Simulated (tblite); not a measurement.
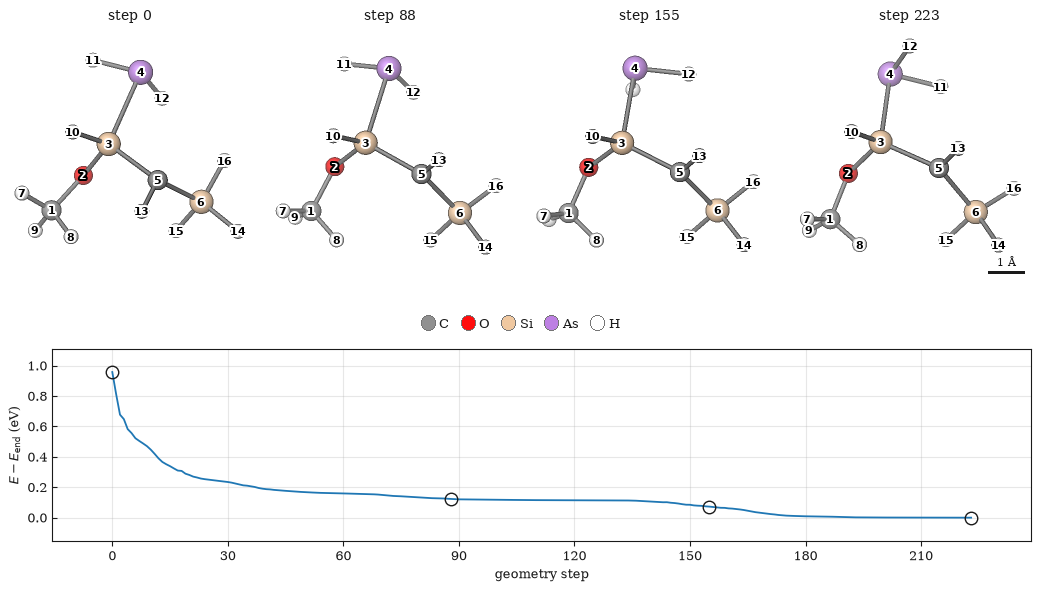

Frames of a relaxation of C$_{2}$H$_{10}$AsOSi$_{2}$ (multiplicity 2), marked on the history of the run. A ball-and-stick model, seen at a tilt.

Method: GFN2-xTB geometry optimisation, gas phase in tblite 0.8.0. 

**Describe the path.**

The largest move after the best rigid fit is that of H12, 2.49 Å. Largest moves by element: H 2.49 Å, As 1.05 Å, C 0.52 Å, O 0.45 Å, Si 0.33 Å. Some distances before and after: O2–Si3 1.712 → 1.630 Å, As4–H12 1.578 → 1.505 Å, As4–H11 1.563 → 1.500 Å, Si3–C5 1.876 → 1.843 Å. Bond angles that change, for instance: Si3–C5–Si6 110.9° → 127.7°, C1–O2–Si3 109.4° → 125.1°, O2–Si3–As4 109.6° → 97.3°. Groups turn about Si3–As4 by about 150°. After 223 geometry steps the energy has fallen by 0.958 eV. From step 0 to 88: H13 moves most (1.78 Å), energy −0.835 eV. From step 88 to 155: H atoms move most (1.27 Å), energy −0.050 eV. From step 155 to 223: H atoms move most (1.43 Å), energy −0.073 eV.

```
step  E − E(0), eV
   0        0.0000
   1       -0.1454
   2       -0.2803
   3       -0.3097
   4       -0.3755
   5       -0.4015
   6       -0.4353
   7       -0.4531
   8       -0.4699
   9       -0.4875
  10       -0.5107
  21       -0.6878
  32       -0.7334
  44       -0.7797
  55       -0.7953
  66       -0.8029
  77       -0.8209
  88       -0.8349
 100       -0.8404
 111       -0.8426
 122       -0.8433
 133       -0.8446
 145       -0.8598
 156       -0.8878
 167       -0.9218
 178       -0.9476
 189       -0.9531
 201       -0.9571
 212       -0.9574
 223       -0.9580
```
